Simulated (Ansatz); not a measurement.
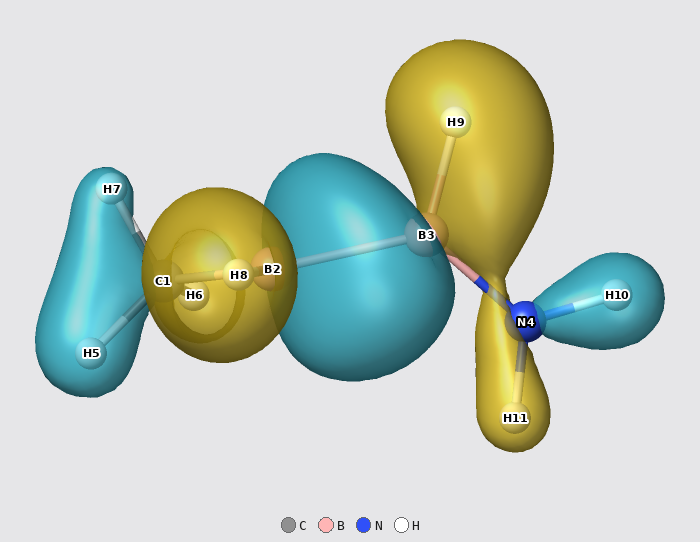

*CH$_{7}$B$_{2}$N (SMILES CBBN). One frontier orbital at ±0.1 Å⁻³ᐟ² (yellow and cyan are the two phases), seen at a tilt.*

These are results of RKS B3LYP-D4/def2-SVP in Ansatz, not measurements.

```xyz
11

C    -0.8476    1.6187    0.0987
B    -0.2920    0.2634    0.6695
B     0.6857   -0.8188   -0.1797
N     0.2670   -1.9297   -0.9159
H    -1.8488    1.8727    0.4875
H    -0.8362    1.7295   -0.9966
H    -0.1761    2.4011    0.5131
H    -0.5083    0.0603    1.8515
H     1.8893   -0.6206   -0.1557
H     0.9084   -2.5485   -1.3994
H    -0.7012   -2.2131   -1.0163
```

Which orbital is it: HOMO or LUMO?

Answer. The HOMO, at −7.08 eV. Its weight (Hirshfeld) is mainly on B3 (about 30 %), B2 (about 30 %), H9 (about 10 %), H8 (about 10 %) and C1 (about 5 %).
